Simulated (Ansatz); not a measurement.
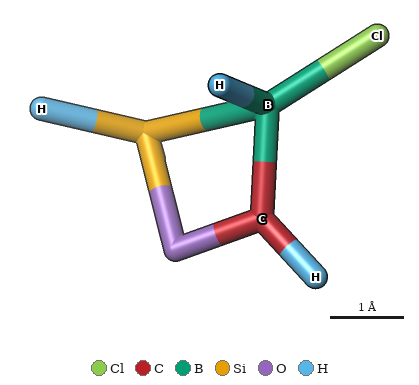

Fig. 1: The input geometry (stick view, seen at a tilt).

CH4BClOSi: geometry relaxation

The run: geometry relaxation of CH4BClOSi. Method and program: RKS PBE0-D4/def2-TZVP (Ansatz 0.2.0).

The geometry: PBE-D4/def2-SVP start.

Log
```
Functional definition: PBE0
  name "PBE0"
  cite "Adamo & Barone, J. Chem. Phys. 110, 6158 (1999) doi:10.1063/1.478522"
  cite "Perdew, Burke & Ernzerhof, Phys. Rev. Lett. 77, 3865 (1996) doi:10.1103/PhysRevLett.77.3865"
  parent pbe
  parameter a = 0.25
  parameter kappa = 0.804
  parameter beta = 0.06672455060314922
  exchange = (1 - a)*pbe_x(kappa = kappa, mu = beta*pi^2/3) + a*exact_x
  correlation = pbe_c(beta = beta)
1212 factors; their error is unknown
mean field evaluation 1: about -24212.0049 eV, gradient 4.2e1 eV
mean field evaluation 2: about -24207.6782 eV, gradient 6.2e1 eV
mean field evaluation 4: about -24215.8600 eV, gradient 5.1e0 eV
mean field evaluation 8: about -24215.9201 eV, gradient 1.2e-1 eV
mean field evaluation 16: about -24215.9906 eV, gradient 3.1e-4 eV
mean field -24215.99061517 eV, -889.9212409195 hartree, gradient 4.5e-5 eV, S^2 0.000000; 0 other end points of the search recorded, 0 dependent functions left out
the calculation of the forces begins
reference -24215.99064787 eV, -889.9212421211 hartree; 27, 27 occupied and 164, 164 virtual orbitals, 1212 factors
relax step   1: F+E_penalty+E_count = -24216.18008733 eV  Δ(F+E_penalty+E_count) = +0.000e0 eV  max|allowed force component| = 8.895e-1 eV/Å  Δτ_max = 0.0000 Å  (29 SCF iters, accepted)
these checks for a lower state are left out or cut short: starts, cluster_reference, orbital_swaps, neighbouring_geometries, increment
1212 factors; their error is unknown
mean field -24216.03242412 eV, -889.9227773702 hartree, gradient 8.6e-6 eV, S^2 0.000000; 0 other end points of the search recorded, 0 dependent functions left out
the calculation of the forces begins
reference -24216.03245672 eV, -889.9227785683 hartree; 27, 27 occupied and 164, 164 virtual orbitals, 1212 factors
relax step   2: F+E_penalty+E_count = -24216.22235328 eV  Δ(F+E_penalty+E_count) = -4.227e-2 eV  max|allowed force component| = 4.821e-1 eV/Å  Δτ_max = 0.0279 Å  (34 SCF iters, accepted)
these checks for a lower state are left out or cut short: starts, cluster_reference, orbital_swaps, neighbouring_geometries, increment
1212 factors; their error is unknown
mean field evaluation 32: about -24216.0414 eV, gradient 9.7e-6 eV
mean field -24216.04144459 eV, -889.9231088664 hartree, gradient 9.7e-6 eV, S^2 0.000000; 0 other end points of the search recorded, 0 dependent functions left out
the calculation of the forces begins
reference -24216.04147712 eV, -889.9231100617 hartree; 27, 27 occupied and 164, 164 virtual orbitals, 1212 factors
relax step   3: F+E_penalty+E_count = -24216.23143528 eV  Δ(F+E_penalty+E_count) = -9.082e-3 eV  max|allowed force component| = 1.030e-1 eV/Å  Δτ_max = 0.0247 Å  (33 SCF iters, accepted)
these checks for a lower state are left out or cut short: starts, cluster_reference, orbital_swaps, neighbouring_geometries, increment
1212 factors; their error is unknown
mean field -24216.04212247 eV, -889.9231337778 hartree, gradient 1.1e-5 eV, S^2 0.000000; 0 other end points of the search recorded, 0 dependent functions left out
the calculation of the forces begins
reference -24216.04215501 eV, -889.9231349739 hartree; 27, 27 occupied and 164, 164 virtual orbitals, 1212 factors
relax step   4: F+E_penalty+E_count = -24216.23199372 eV  Δ(F+E_penalty+E_count) = -5.584e-4 eV  max|allowed force component| = 1.701e-1 eV/Å  Δτ_max = 0.0191 Å  (33 SCF iters, accepted)
these checks for a lower state are left out or cut short: starts, cluster_reference, orbital_swaps, neighbouring_geometries, increment
1212 factors; their error is unknown
mean field -24216.04325167 eV, -889.9231752752 hartree, gradient 8.1e-6 eV, S^2 0.000000; 0 other end points of the search recorded, 0 dependent functions left out
the calculation of the forces begins
reference -24216.04328421 eV, -889.9231764712 hartree; 27, 27 occupied and 164, 164 virtual orbitals, 1212 factors
relax step   5: F+E_penalty+E_count = -24216.23314339 eV  Δ(F+E_penalty+E_count) = -1.150e-3 eV  max|allowed force component| = 4.005e-2 eV/Å  Δτ_max = 0.0079 Å  (34 SCF iters, accepted)
these checks for a lower state are left out or cut short: starts, cluster_reference, orbital_swaps, neighbouring_geometries, increment
1212 factors; their error is unknown
mean field -24216.04363299 eV, -889.9231892885 hartree, gradient 8.2e-6 eV, S^2 0.000000; 0 other end points of the search recorded, 0 dependent functions left out
the calculation of the forces begins
reference -24216.04366554 eV, -889.9231904845 hartree; 27, 27 occupied and 164, 164 virtual orbitals, 1212 factors
relax step   6: F+E_penalty+E_count = -24216.23349090 eV  Δ(F+E_penalty+E_count) = -3.475e-4 eV  max|allowed force component| = 1.973e-2 eV/Å  Δτ_max = 0.0137 Å  (34 SCF iters, accepted)
these checks for a lower state are left out or cut short: starts, cluster_reference, orbital_swaps, neighbouring_geometries, increment
1212 factors; their error is unknown
mean field -24216.04392691 eV, -889.9232000898 hartree, gradient 8.3e-6 eV, S^2 0.000000; 0 other end points of the search recorded, 0 dependent functions left out
the calculation of the forces begins
reference -24216.04395945 eV, -889.9232012855 hartree; 27, 27 occupied and 164, 164 virtual orbitals, 1212 factors
relax step   7: F+E_penalty+E_count = -24216.23372004 eV  Δ(F+E_penalty+E_count) = -2.291e-4 eV  max|allowed force component| = 3.264e-2 eV/Å  Δτ_max = 0.0116 Å  (34 SCF iters, accepted)
these checks for a lower state are left out or cut short: starts, cluster_reference, orbital_swaps, neighbouring_geometries, increment
1212 factors; their error is unknown
mean field evaluation 64: about -24216.0442 eV, gradient 1.2e-4 eV
mean field -24216.04423795 eV, -889.9232115202 hartree, gradient 8.5e-6 eV, S^2 0.000000; 0 other end points of the search recorded, 0 dependent functions left out
the calculation of the forces begins
reference -24216.04427047 eV, -889.9232127154 hartree; 27, 27 occupied and 164, 164 virtual orbitals, 1212 factors
relax step   8: F+E_penalty+E_count = -24216.23391403 eV  Δ(F+E_penalty+E_count) = -1.940e-4 eV  max|allowed force component| = 2.894e-2 eV/Å  Δτ_max = 0.0161 Å  (34 SCF iters, accepted)
these checks for a lower state are left out or cut short: starts, cluster_reference, orbital_swaps, neighbouring_geometries, increment
1212 factors; their error is unknown
mean field -24216.04440832 eV, -889.9232177814 hartree, gradient 8.4e-6 eV, S^2 0.000000; 0 other end points of the search recorded, 0 dependent functions left out
the calculation of the forces begins
reference -24216.04444083 eV, -889.9232189762 hartree; 27, 27 occupied and 164, 164 virtual orbitals, 1212 factors
relax step   9: F+E_penalty+E_count = -24216.23399825 eV  Δ(F+E_penalty+E_count) = -8.422e-5 eV  max|allowed force component| = 1.298e-2 eV/Å  Δτ_max = 0.0103 Å  (34 SCF iters, accepted)
these checks for a lower state are left out or cut short: starts, cluster_reference, orbital_swaps, neighbouring_geometries, increment
1212 factors; their error is unknown
mean field -24216.04447953 eV, -889.9232203984 hartree, gradient 8.4e-6 eV, S^2 0.000000; 0 other end points of the search recorded, 0 dependent functions left out
the calculation of the forces begins
reference -24216.04451203 eV, -889.9232215927 hartree; 27, 27 occupied and 164, 164 virtual orbitals, 1212 factors
relax step  10: F+E_penalty+E_count = -24216.23401678 eV  Δ(F+E_penalty+E_count) = -1.852e-5 eV  max|allowed force component| = 6.337e-3 eV/Å  Δτ_max = 0.0051 Å  (35 SCF iters, accepted)
these checks for a lower state are left out or cut short: starts, cluster_reference, orbital_swaps, neighbouring_geometries, increment
1212 factors; their error is unknown
mean field -24216.04448178 eV, -889.9232204810 hartree, gradient 8.4e-6 eV, S^2 0.000000; 0 other end points of the search recorded, 0 dependent functions left out
the calculation of the forces begins
reference -24216.04451428 eV, -889.9232216754 hartree; 27, 27 occupied and 164, 164 virtual orbitals, 1212 factors
relax step  11: F+E_penalty+E_count = -24216.23401695 eV  Δ(F+E_penalty+E_count) = -1.776e-7 eV  max|allowed force component| = 4.912e-3 eV/Å  Δτ_max = 0.0007 Å  (35 SCF iters, accepted)
1212 factors; their error is unknown
mean field evaluation 96: about -24211.8434 eV, gradient 4.3e1 eV
```

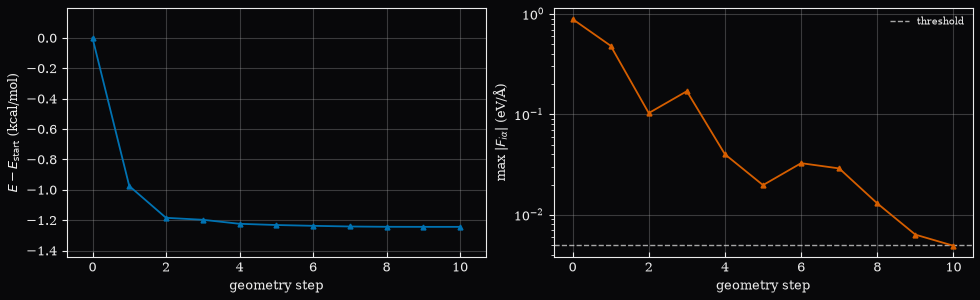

Fig. 2: Progress of the relaxation, step by step (the first geometry is step 0 here and step 1 in the log).

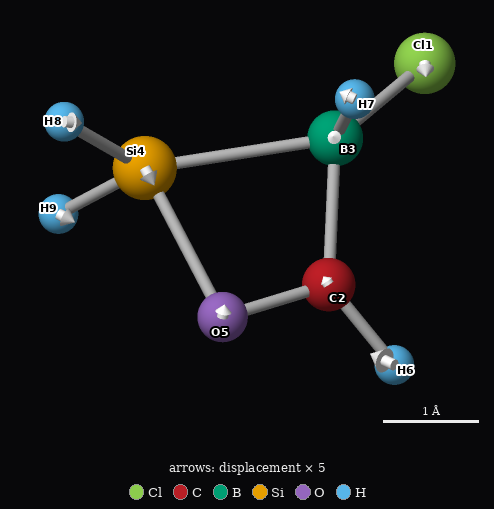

Fig. 3: The starting structure with the displacements as white arrows, magnified 5 times (ball-and-stick view, seen at a tilt). The two geometries are laid on each other by the best rigid fit. The atom that moves furthest after the best rigid fit is H6 (0.072 Å). Largest moves by element: H 0.072 Å, Si 0.043 Å, Cl 0.036 Å, O 0.029 Å, B 0.021 Å, C 0.021 Å. Distances before and after: Si4–O5 1.843 → 1.783 Å, B3–H7 1.243 → 1.220 Å, Si4–H8 1.507 → 1.486 Å, B3–Si4 2.056 → 2.036 Å. The energy falls by 1.24 kcal/mol in 10 geometry steps. The largest force component goes from 0.89 to 0.0049 eV/Å. (Atoms are counted from 1 in the order of the input.)

```
mean field -24216.04448178 eV, -889.9232204810 hartree, gradient 8.4e-6 eV, S^2 0.000000; 1 other end points of the search recorded, 0 dependent functions left out
the calculation of the forces begins
reference -24216.04451428 eV, -889.9232216754 hartree; 27, 27 occupied and 164, 164 virtual orbitals, 1212 factors
Total energy: -24216.23404945 eV, -889.9301869644 hartree
Atom 0 at    -0.238911     2.258541     1.448008 Å, force     0.001578    -0.004409    -0.002609 eV/Å
Atom 1 at    -0.190119     0.588012    -0.981512 Å, force    -0.000488    -0.001793    -0.000610 eV/Å
Atom 2 at     0.315922     0.870670     0.453535 Å, force    -0.001600     0.003858     0.002403 eV/Å
Atom 3 at    -0.065372    -1.129426     0.448055 Å, force    -0.002298    -0.004912     0.003834 eV/Å
Atom 4 at    -0.100921    -0.672825    -1.274816 Å, force     0.002180     0.003678    -0.004015 eV/Å
Atom 5 at    -0.641134     1.215035    -1.760579 Å, force    -0.000731     0.001398    -0.000585 eV/Å
Atom 6 at     1.519208     0.712694     0.332587 Å, force     0.000524    -0.000067    -0.000495 eV/Å
Atom 7 at     0.919415    -2.225196     0.643627 Å, force     0.001688     0.000769     0.000807 eV/Å
Atom 8 at    -1.429590    -1.663804     0.673994 Å, force    -0.000852     0.001478     0.001270 eV/Å
Dipole moment:    -0.057695    -0.399282    -0.351529 e Å
```

Trajectory as extended XYZ (Å, eV, eV/Å), 11 frames, from step=1 to step=11
```
9
Properties=species:S:1:pos:R:3:forces:R:3 step=1 energy=-24216.18009
Cl   -0.2441    2.2651    1.4830    0.0482  -0.2087  -0.1976
C    -0.1960    0.5976   -0.9990   -0.0899  -0.5834  -0.3567
B     0.2982    0.8811    0.4569    0.3337  -0.2696  -0.0967
Si   -0.0590   -1.1434    0.4881   -0.1747   0.0756  -0.6149
O    -0.1239   -0.6755   -1.2930   -0.0189   0.8824   0.8895
H    -0.6009    1.2472   -1.8108    0.2091  -0.3684   0.4117
H     1.5246    0.7407    0.3100   -0.4078   0.0982   0.0202
H     0.9309   -2.2681    0.6452   -0.2041   0.2807  -0.0204
H    -1.4413   -1.6911    0.7026    0.3043   0.0932  -0.0349
9
Properties=species:S:1:pos:R:3:forces:R:3 step=2 energy=-24216.22235
Cl   -0.2465    2.2483    1.4676    0.0133  -0.0505  -0.0529
C    -0.1925    0.5933   -0.9893   -0.0283  -0.2627  -0.1467
B     0.3109    0.8664    0.4581    0.0988  -0.0923  -0.0034
Si   -0.0706   -1.1395    0.4820    0.0157   0.1434  -0.4205
O    -0.1251   -0.6673   -1.2813   -0.0357   0.2348   0.4822
H    -0.5947    1.2362   -1.7895    0.0693  -0.0902   0.1173
H     1.5235    0.7508    0.2963   -0.1551   0.0189   0.0359
H     0.9195   -2.2427    0.6449   -0.0573   0.0561  -0.0073
H    -1.4361   -1.6918    0.6942    0.0794   0.0424  -0.0045
9
Properties=species:S:1:pos:R:3:forces:R:3 step=3 energy=-24216.23144
Cl   -0.2549    2.2447    1.4562   -0.0029   0.0040  -0.0016
C    -0.1874    0.5879   -0.9871   -0.0945   0.0469   0.0393
B     0.3112    0.8602    0.4602    0.0220   0.0022   0.0022
Si   -0.0643   -1.1337    0.4710   -0.0675   0.0284  -0.0973
O    -0.1458   -0.6692   -1.2680    0.1030  -0.0855   0.0639
H    -0.5810    1.2292   -1.7845   -0.0037   0.0332  -0.0294
H     1.5158    0.7473    0.3089    0.0483   0.0022  -0.0053
H     0.9191   -2.2361    0.6268    0.0188  -0.0157  -0.0025
H    -1.4241   -1.6766    0.6994   -0.0234  -0.0156   0.0306
9
Properties=species:S:1:pos:R:3:forces:R:3 step=4 energy=-24216.23199
Cl   -0.2520    2.2447    1.4579   -0.0032   0.0097   0.0137
C    -0.1975    0.5863   -0.9821    0.1701   0.1019  -0.0241
B     0.3133    0.8610    0.4607   -0.0694   0.0273   0.0136
Si   -0.0684   -1.1334    0.4673    0.0263  -0.0241  -0.0158
O    -0.1268   -0.6694   -1.2659   -0.0509  -0.0996   0.0014
H    -0.5852    1.2257   -1.7844   -0.0655   0.0074   0.0074
H     1.5181    0.7500    0.3047    0.0017  -0.0092  -0.0108
H     0.9158   -2.2356    0.6258    0.0016  -0.0123   0.0083
H    -1.4287   -1.6757    0.6989   -0.0107  -0.0011   0.0064
9
Properties=species:S:1:pos:R:3:forces:R:3 step=5 energy=-24216.23314
Cl   -0.2539    2.2452    1.4579    0.0007  -0.0014  -0.0020
C    -0.1903    0.5876   -0.9850    0.0132   0.0401   0.0202
B     0.3134    0.8619    0.4604   -0.0081   0.0151  -0.0121
Si   -0.0676   -1.1338    0.4666    0.0047  -0.0090  -0.0327
O    -0.1283   -0.6706   -1.2667    0.0002  -0.0365   0.0035
H    -0.5906    1.2262   -1.7830   -0.0064  -0.0085   0.0082
H     1.5195    0.7501    0.3066   -0.0048  -0.0087   0.0052
H     0.9154   -2.2381    0.6264   -0.0041   0.0023   0.0056
H    -1.4291   -1.6748    0.6998    0.0046   0.0067   0.0041
9
Properties=species:S:1:pos:R:3:forces:R:3 step=6 energy=-24216.23349
Cl   -0.2520    2.2462    1.4550   -0.0003   0.0032   0.0005
C    -0.1901    0.5882   -0.9839    0.0087  -0.0168  -0.0062
B     0.3151    0.8632    0.4576    0.0088   0.0161   0.0197
Si   -0.0670   -1.1344    0.4611    0.0152   0.0153  -0.0079
O    -0.1238   -0.6716   -1.2681    0.0074  -0.0002  -0.0139
H    -0.6029    1.2235   -1.7777   -0.0085  -0.0004   0.0045
H     1.5218    0.7437    0.3139   -0.0180  -0.0134  -0.0016
H     0.9175   -2.2359    0.6311   -0.0132   0.0017  -0.0015
H    -1.4302   -1.6693    0.6939    0.0000  -0.0053   0.0064
9
Properties=species:S:1:pos:R:3:forces:R:3 step=7 energy=-24216.23372
Cl   -0.2504    2.2489    1.4528    0.0021  -0.0021  -0.0011
C    -0.1895    0.5888   -0.9838    0.0019  -0.0326   0.0016
B     0.3159    0.8650    0.4564    0.0056   0.0188   0.0168
Si   -0.0658   -1.1336    0.4571    0.0077   0.0197  -0.0019
O    -0.1175   -0.6717   -1.2700    0.0058   0.0050  -0.0148
H    -0.6135    1.2213   -1.7737   -0.0022   0.0025   0.0048
H     1.5221    0.7369    0.3198   -0.0122  -0.0097  -0.0040
H     0.9167   -2.2355    0.6335   -0.0058   0.0030  -0.0024
H    -1.4295   -1.6664    0.6909   -0.0028  -0.0046   0.0011
9
Properties=species:S:1:pos:R:3:forces:R:3 step=8 energy=-24216.23391
Cl   -0.2462    2.2533    1.4505    0.0054  -0.0088  -0.0044
C    -0.1894    0.5887   -0.9829   -0.0010  -0.0289   0.0049
B     0.3167    0.8677    0.4550   -0.0067   0.0186   0.0079
Si   -0.0650   -1.1319    0.4524   -0.0002   0.0151   0.0013
O    -0.1085   -0.6720   -1.2724    0.0016   0.0053  -0.0112
H    -0.6280    1.2177   -1.7677    0.0034   0.0035   0.0067
H     1.5215    0.7262    0.3264   -0.0022  -0.0043  -0.0030
H     0.9168   -2.2322    0.6376    0.0023   0.0012  -0.0007
H    -1.4294   -1.6638    0.6839   -0.0026  -0.0017  -0.0016
9
Properties=species:S:1:pos:R:3:forces:R:3 step=9 energy=-24216.23400
Cl   -0.2421    2.2561    1.4492    0.0052  -0.0090  -0.0056
C    -0.1897    0.5883   -0.9821   -0.0029  -0.0114  -0.0009
B     0.3166    0.8694    0.4540   -0.0078   0.0130   0.0051
Si   -0.0651   -1.1304    0.4495   -0.0018   0.0071  -0.0012
O    -0.1031   -0.6724   -1.2744    0.0010  -0.0003  -0.0003
H    -0.6371    1.2158   -1.7632    0.0034   0.0026   0.0055
H     1.5204    0.7176    0.3303    0.0012  -0.0008  -0.0009
H     0.9184   -2.2278    0.6417    0.0018  -0.0005  -0.0003
H    -1.4298   -1.6628    0.6779   -0.0001  -0.0007  -0.0014
9
Properties=species:S:1:pos:R:3:forces:R:3 step=10 energy=-24216.23402
Cl   -0.2392    2.2581    1.4482    0.0017  -0.0039  -0.0027
C    -0.1900    0.5879   -0.9815   -0.0009  -0.0018  -0.0018
B     0.3162    0.8706    0.4535   -0.0024   0.0049   0.0026
Si   -0.0654   -1.1294    0.4480   -0.0006  -0.0063   0.0045
O    -0.1007   -0.6729   -1.2748    0.0013   0.0043  -0.0043
H    -0.6413    1.2149   -1.7605   -0.0003   0.0015  -0.0003
H     1.5195    0.7133    0.3323    0.0003  -0.0009   0.0001
H     0.9191   -2.2254    0.6437    0.0016   0.0006   0.0009
H    -1.4297   -1.6634    0.6740   -0.0008   0.0016   0.0012
9
Properties=species:S:1:pos:R:3:forces:R:3 step=11 energy=-24216.23402
Cl   -0.2389    2.2585    1.4480    0.0016  -0.0044  -0.0026
C    -0.1901    0.5880   -0.9815   -0.0005  -0.0018  -0.0006
B     0.3159    0.8707    0.4535   -0.0016   0.0039   0.0024
Si   -0.0654   -1.1294    0.4481   -0.0023  -0.0049   0.0038
O    -0.1009   -0.6728   -1.2748    0.0022   0.0037  -0.0040
H    -0.6411    1.2150   -1.7606   -0.0007   0.0014  -0.0006
H     1.5192    0.7127    0.3326    0.0005  -0.0001  -0.0005
H     0.9194   -2.2252    0.6436    0.0017   0.0008   0.0008
H    -1.4296   -1.6638    0.6740   -0.0009   0.0015   0.0013
```

This output came from the following input.

Input
```yaml
crystal:
  periodic: [false, false, false]
  atoms:
    - {symbol: Cl, position_ang: [-0.244119, 2.265129, 1.483049]}
    - {symbol: C, position_ang: [-0.196008, 0.597552, -0.999037]}
    - {symbol: B, position_ang: [0.298240, 0.881104, 0.456876]}
    - {symbol: Si, position_ang: [-0.059024, -1.143392, 0.488080]}
    - {symbol: O, position_ang: [-0.123942, -0.675460, -1.293039]}
    - {symbol: H, position_ang: [-0.600872, 1.247220, -1.810839]}
    - {symbol: H, position_ang: [1.524553, 0.740678, 0.310015]}
    - {symbol: H, position_ang: [0.930929, -2.268069, 0.645227]}
    - {symbol: H, position_ang: [-1.441257, -1.691061, 0.702568]}
basis:
  gaussian: {orbitals: def2-TZVP}
hamiltonian: {xc: pbe0, dispersion: d4}
relax: {f_tol: 0.005, max_steps: 150}
```

Launch command:
```bash
ansatz run in.yaml --threads 4 --pin off --events-out ev --progress --plain --max-ram 10444MiB
```

Results in brief

| quantity | value |
| --- | --- |
| outcome | converged |
| total energy | −24216.2340 eV |
| mean-field energy | −24216.0445 eV |
| dispersion energy | −0.1895 eV |
| SCF solution under orbital rotations | stable |
| largest force (length of the vector) at the end | 0.007 eV/Å |
| dipole moment | 2.57 D |
| hardware | 4 threads of Arm Neoverse V1, 23 GiB of memory available, shared host |
| wall time | 39 s (CPU time 2.4 min) |
| peak memory | 0.49 GiB |
